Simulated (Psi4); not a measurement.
# SnH2O2 (SMILES [OH][Sn][OH]): levels of theory compared

Wanted: a comparison of 3 runs (HF/3-21G, HF/def2-SVP, PBE/def2-SVPD) of SnH2O2. 

The calculation is run with Psi4 1.11.

2 further runs of the same task are left out: 2 set aside as unsound or not needed.

### Step 1. The structure to begin with

SnH2O2 has 5 atoms, charge 0, and is taken as a singlet. As SMILES, `[OH][Sn][OH]`. The coordinates come from a PBE0-D4/def2-TZVP relaxation. This is one conformer, not always the lowest.

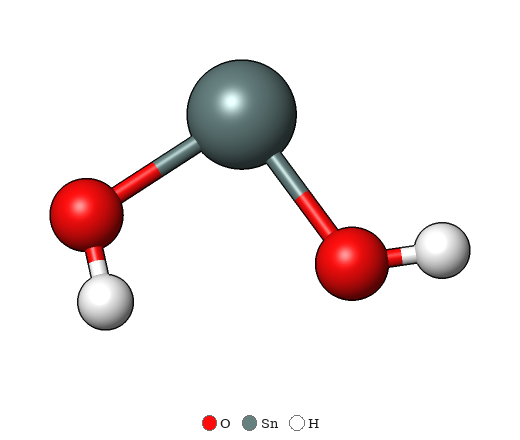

The structure, seen from a chosen angle (oxygen red, tin teal, hydrogen white).

### Step 2. Energy and forces at HF/3-21G (run 1)

input.json reads:

```json
{
  "schema_name": "qcschema_input",
  "schema_version": 1,
  "molecule": {
    "schema_name": "qcschema_molecule",
    "schema_version": 2,
    "symbols": ["O", "Sn", "O", "H", "H"],
    "geometry": [-1.86005742, 0.3359933, -1.1599139, -0.29045091, -1.78371249, 1.51348165, 2.95137426, 0.00548021, 1.20205479, -3.59274731, -0.01058247, -1.5711183, 2.88598974, 1.31354863, -0.06292788],
    "molecular_charge": 0,
    "molecular_multiplicity": 1,
    "fix_symmetry": "c1"
  },
  "driver": "gradient",
  "model": {
    "method": "hf",
    "basis": "3-21G"
  },
  "keywords": {
    "puream": true,
    "e_convergence": 1e-09,
    "d_convergence": 1e-08,
    "scf_type": "pk"
  }
}
```

Started as:

```console
$ psi4 --qcschema input.json -n 1 --memory 1600MB
```

stdout:

```text
[...]
  Running in c1 symmetry.
[...]
  Nuclear repulsion =  258.680794259373954
[...]
  Multiplicity = 1
[...]
  Nalpha       = 34
  Nbeta        = 34
[...]
    Number of basis functions: 53
[...]
   @RHF iter   1: -6146.20176720501786   -4.17845e+00   1.08941e-02 DIIS/ADIIS
[...]
   @RHF iter  11: -6146.38421271267180    5.45697e-12   5.36964e-09 DIIS
[...]
  @RHF Final Energy: -6146.38421271267180
   => Energetics <=
    Nuclear Repulsion Energy =            258.6807942593739540
    One-Electron Energy =               -8998.0820006382091378
    Two-Electron Energy =                2593.0169936661645806
    Total Energy =                      -6146.3842127126717969
[...]
 Multipole Moments:
 ------------------------------------------------------------------------------------
     Multipole            Electronic (a.u.)      Nuclear  (a.u.)        Total (a.u.)
 ------------------------------------------------------------------------------------
 L = 1.  Multiply by 2.5417464519 to convert [e a0] to [Debye]
 Dipole X            :         -2.4664639            1.4904891           -0.9759748
 Dipole Y            :         -6.7375558            6.3489920           -0.3885638
 Dipole Z            :          5.3220872           -5.3706126           -0.0485254
 Magnitude           :                                                    1.0516004
[...]
  -Total Gradient:
     Atom            X                  Y                   Z
    ------   -----------------  -----------------  -----------------
       1       -0.013849783688     0.012860906593    -0.018058170975
       2       -0.006393606108    -0.011155522013     0.007827116565
       3        0.021516877546     0.010089740517    -0.000380202096
       4        0.006790194634    -0.003264347578     0.005977408599
       5       -0.008063682587    -0.008530777286     0.004633848013
[...]
```

The result, in JSON:

```text
{
 "driver": "gradient",
 "model": {
  "method": "hf",
  "basis": "3-21G"
 },
 "success": true,
 "return_result": [-0.013849783688490047, 0.012860906592540966, -0.01805817097537081, -0.006393606107558986, -0.01115552201263395, 0.00782711656529346, 0.021516877545512098, 0.010089740517019552, -0.0003802020959687846, 0.0067901946342551756, -0.003264347577942653, 0.005977408598848058, -0.008063682587040408, -0.008530777285631785, 0.004633848013019248],
 "properties": {
  "calcinfo_nbasis": 53,
  "calcinfo_nmo": 53,
  "calcinfo_nalpha": 34,
  "calcinfo_nbeta": 34,
  "calcinfo_natom": 5,
  "nuclear_repulsion_energy": 258.68079425937395,
  "return_energy": -6146.384212712672,
  "return_gradient": [-0.013849783688490047, 0.012860906592540966, -0.01805817097537081, -0.006393606107558986, -0.01115552201263395, 0.00782711656529346, 0.021516877545512098, 0.010089740517019552, -0.0003802020959687846, 0.0067901946342551756, -0.003264347577942653, 0.005977408598848058, -0.008063682587040408, -0.008530777285631785, 0.004633848013019248],
  "scf_one_electron_energy": -8998.08200063821,
  "scf_two_electron_energy": 2593.0169936661646,
  "scf_dipole_moment": [-0.975974793705761, -0.3885637816218157, -0.048525375460434006],
  "scf_total_energy": -6146.384212712672,
  "scf_total_gradient": [-0.013849783688490047, 0.012860906592540966, -0.01805817097537081, -0.006393606107558986, -0.01115552201263395, 0.00782711656529346, 0.021516877545512098, 0.010089740517019552, -0.0003802020959687846, 0.0067901946342551756, -0.003264347577942653, 0.005977408598848058, -0.008063682587040408, -0.008530777285631785, 0.004633848013019248],
  "scf_iterations": 11
 }
}
```

Run time: 1.4 s. Hardware: 1 thread of AMD EPYC 9R45 (Zen 5), shared host; peak memory 0.2 GiB.

### Step 3. Energy and gradient at HF/def2-SVP (core potential) (run 2)

h2o2sn_ase.py reads:

```python
import numpy as np
from ase.calculators.psi4 import Psi4
from ase import Atoms

a = Atoms(['O', 'Sn', 'O', 'H', 'H'], positions=[
    [-0.984300, 0.177800, -0.613800],
    [-0.153700, -0.943900, 0.800900],
    [1.561800, 0.002900, 0.636100],
    [-1.901200, -0.005600, -0.831400],
    [1.527200, 0.695100, -0.033300],
])
calc = Psi4(atoms=a, method='hf', basis='def2-SVP', memory='1600MB', num_threads=1, charge=0, multiplicity=1, label='calc')
calc.psi4.set_options({'puream': True, 'e_convergence': 1e-09, 'd_convergence': 1e-08, 'scf_type': 'pk'})
a.calc = calc

forces = a.get_forces()
print(f'energy: {a.get_potential_energy():.6f} eV')
print('forces / eV A^-1')
print(np.round(forces, 5))
```

Started as:

```console
$ python h2o2sn_ase.py
```

calc.dat:

```text
[...]
    !!!  WARNING: ECP capability is in beta. Please check occupations closely.  !!!
[...]
  Running in c1 symmetry.
[...]
  Nuclear repulsion =  127.037901285481269
[...]
  Multiplicity = 1
[...]
  Nalpha       = 20
  Nbeta        = 20
[...]
    Number of basis functions: 64
[...]
   @RHF iter   1:  -363.93122656362448   -2.26011e+00   1.11836e-02 ADIIS/DIIS
[...]
   @RHF iter  12:  -364.15155605033914   -2.84217e-12   4.66630e-09 DIIS
[...]
    Orbital Energies [Eh]
    ---------------------
    Doubly Occupied:
       1A    -20.522969     2A    -20.518343     3A     -5.874837
       4A     -4.067626     5A     -4.062055     6A     -4.057778
       7A     -1.355476     8A     -1.347098     9A     -1.332957
      10A     -1.327972    11A     -1.321811    12A     -1.255393
      13A     -1.220949    14A     -0.674060    15A     -0.629327
      16A     -0.536136    17A     -0.486146    18A     -0.482716
      19A     -0.459318    20A     -0.362322
[...]
  @RHF Final Energy:  -364.15155605033914
   => Energetics <=
    Nuclear Repulsion Energy =            127.0379012854812686
    One-Electron Energy =                -838.5883373898450373
    Two-Electron Energy =                 347.3988800540246871
    Total Energy =                       -364.1515560503391384
[...]
 Multipole Moments:
 ------------------------------------------------------------------------------------
     Multipole            Electronic (a.u.)      Nuclear  (a.u.)        Total (a.u.)
 ------------------------------------------------------------------------------------
 L = 1.  Multiply by 2.5417464519 to convert [e a0] to [Debye]
 Dipole X            :         -7.2910204            6.3334203           -0.9576001
 Dipole Y            :        -19.1436369           18.6165279           -0.5271091
 Dipole Z            :         15.0011516          -14.9107793            0.0903723
 Magnitude           :                                                    1.0968177
[...]
  -Total Gradient:
     Atom            X                  Y                   Z
    ------   -----------------  -----------------  -----------------
       1        0.016830866296     0.005321989427     0.002150858174
       2       -0.000104358665     0.001711546451    -0.001662448173
       3        0.002903645746    -0.013000536648     0.013529474874
       4       -0.015959297350    -0.005054875307    -0.002030916821
       5       -0.003670856025     0.011021876077    -0.011986968054
[...]
```

On the terminal:

```text
energy: -9909.068563 eV
forces / eV A^-1
[[-0.86548 -0.27367 -0.1106 ]
 [ 0.00537 -0.08801  0.08549]
 [-0.14931  0.66851 -0.69571]
 [ 0.82066  0.25993  0.10443]
 [ 0.18876 -0.56677  0.61639]]
```

It took 2.1 s on 1 thread of AMD EPYC 9R45 (Zen 5), shared host; peak memory 0.23 GiB.

### Step 4. Energy and forces at PBE/def2-SVPD (core potential) (run 3)

Changes to input.json since step 2:

```diff
@@ -14,6 +14,7 @@
   "model": {
-    "method": "hf",
-    "basis": "3-21G"
+    "method": "pbe",
+    "basis": "def2-SVPD"
   },
   "keywords": {
+    "reference": "rks",
     "puream": true,
@@ -21,3 +22,6 @@
     "d_convergence": 1e-08,
-    "scf_type": "pk"
+    "scf_type": "pk",
+    "dft_radial_points": 99,
+    "dft_spherical_points": 590,
+    "scf_properties": ["LOWDIN_CHARGES", "WIBERG_LOWDIN_INDICES", "MULLIKEN_CHARGES"]
   }
```

Started as:

```console
$ psi4 --qcschema input.json -n 1 --memory 1600MB
```

stdout:

```text
[...]
  Running in c1 symmetry.
[...]
  Nuclear repulsion =  127.037901338857409
[...]
  Multiplicity = 1
[...]
  Nalpha       = 20
  Nbeta        = 20
[...]
    Number of basis functions: 94
[...]
   @RKS iter   1:  -365.12190417863900   -7.83373e-01   1.30165e-02 ADIIS/DIIS
[...]
   @RKS iter  13:  -365.74599689173562   -7.95808e-13   4.07222e-09 DIIS
[...]
  @RKS Final Energy:  -365.74599689173562
   => Energetics <=
    Nuclear Repulsion Energy =            127.0379013388574094
    One-Electron Energy =                -838.2785212417219327
    Two-Electron Energy =                 381.3067703776303006
    DFT Exchange-Correlation Energy =     -35.8121473665014065
    Empirical Dispersion Energy =           0.0000000000000000
    VV10 Nonlocal Energy =                  0.0000000000000000
    Total Energy =                       -365.7459968917356150
[...]
 Multipole Moments:
 ------------------------------------------------------------------------------------
     Multipole            Electronic (a.u.)      Nuclear  (a.u.)        Total (a.u.)
 ------------------------------------------------------------------------------------
 L = 1.  Multiply by 2.5417464519 to convert [e a0] to [Debye]
 Dipole X            :         -7.1693410            6.3334203           -0.8359206
 Dipole Y            :        -19.0826164           18.6165279           -0.4660886
 Dipole Z            :         14.9953051          -14.9107793            0.0845258
 Magnitude           :                                                    0.9608051
[...]
  Mulliken Charges: (a.u.)
   Center  Symbol    Alpha    Beta     Spin     Total
       1     O     4.31672  4.31672  0.00000 -0.63344
       2    SN    10.46952 10.46952  0.00000  1.06095
       3     O     4.34690  4.34690  0.00000 -0.69380
       4     H     0.45857  0.45857  0.00000  0.08285
       5     H     0.40828  0.40828  0.00000  0.18343
   Total alpha = 20.00000, Total beta = 20.00000, Total charge = -0.00000
  Lowdin Charges: (a.u.)
   Center  Symbol    Alpha    Beta     Spin     Total
       1     O     4.22706  4.22706  0.00000 -0.45412
[...]
  -Total Gradient:
     Atom            X                  Y                   Z
    ------   -----------------  -----------------  -----------------
       1       -0.001929671541    -0.014892888370     0.013264113652
       2        0.011830230070     0.026084528805    -0.019630592645
       3       -0.021590014489    -0.002952136194    -0.006406946147
       4        0.012205686353     0.001577631185     0.003707603827
       5       -0.000538433575    -0.009851970758     0.009089251957
[...]
```

The result, in JSON:

```text
{
 "driver": "gradient",
 "model": {
  "method": "pbe",
  "basis": "def2-SVPD"
 },
 "success": true,
 "return_result": [-0.0019296715412359666, -0.014892888370146698, 0.013264113651891514, 0.0118302300699396, 0.026084528804723797, -0.019630592644652722, -0.021590014488976794, -0.0029521361937626667, -0.006406946146668896, 0.012205686353398082, 0.0015776311845772106, 0.0037076038273012174, -0.000538433574782126, -0.009851970757792428, 0.009089251957022537],
 "properties": {
  "calcinfo_nbasis": 94,
  "calcinfo_nmo": 94,
  "calcinfo_nalpha": 20,
  "calcinfo_nbeta": 20,
  "calcinfo_natom": 5,
  "nuclear_repulsion_energy": 127.03790133885741,
  "return_energy": -365.7459968917356,
  "return_gradient": [-0.0019296715412359666, -0.014892888370146698, 0.013264113651891514, 0.0118302300699396, 0.026084528804723797, -0.019630592644652722, -0.021590014488976794, -0.0029521361937626667, -0.006406946146668896, 0.012205686353398082, 0.0015776311845772106, 0.0037076038273012174, -0.000538433574782126, -0.009851970757792428, 0.009089251957022537],
  "scf_one_electron_energy": -838.2785212417219,
  "scf_two_electron_energy": 381.3067703776303,
  "scf_xc_energy": -35.81214736650141,
  "scf_dipole_moment": [-0.8359206244352073, -0.46608857458615915, 0.08452581820336391],
  "scf_total_energy": -365.7459968917356,
  "scf_total_gradient": [-0.0019296715412359666, -0.014892888370146698, 0.013264113651891514, 0.0118302300699396, 0.026084528804723797, -0.019630592644652722, -0.021590014488976794, -0.0029521361937626667, -0.006406946146668896, 0.012205686353398082, 0.0015776311845772106, 0.0037076038273012174, -0.000538433574782126, -0.009851970757792428, 0.009089251957022537],
  "scf_iterations": 13
 }
}
```

Run time: 12 s. Hardware: 1 thread of AMD EPYC 9R45 (Zen 5), shared host; peak memory 0.71 GiB.

### Step 5. Overview of the runs

```
run                           level  core potential         integration grid   energy (Eh)  dipole moment (D)  HOMO energy (eV)  LUMO energy (eV)  wall time
  1                        HF/3-21G            none                        –  -6146.384213               2.67             -9.28              1.04      1.4 s
  2    HF/def2-SVP (core potential)            def2                        –   -364.151556               2.79             -9.86              0.88      2.1 s
  3  PBE/def2-SVPD (core potential)            def2  99 radial × 590 angular   -365.745997               2.44             -6.47             -2.72       12 s
```

### Step 6. Results

```
                       quantity          value
            run 3: total energy  -365.74600 Eh
           run 3: dipole moment         2.44 D
             run 3: HOMO energy       -6.47 eV
             run 3: LUMO energy       -2.72 eV
           run 3: HOMO–LUMO gap        3.75 eV
run 3: largest force on an atom     1.786 eV/Å
```

**Reading.** The dipole moment (its size) runs from 2.44 D (PBE/def2-SVPD) to 2.79 D (HF/def2-SVP). The two ends differ in method and basis. The HOMO–LUMO gap runs from 3.75 eV (PBE/def2-SVPD) to 10.74 eV (HF/def2-SVP). Some runs of one species differ in core potentials or relativity; totals across that change don't compare. In run 1 relativity is left out where basis or elements ask for it. All runs together took 15 s, the longest 12 s.
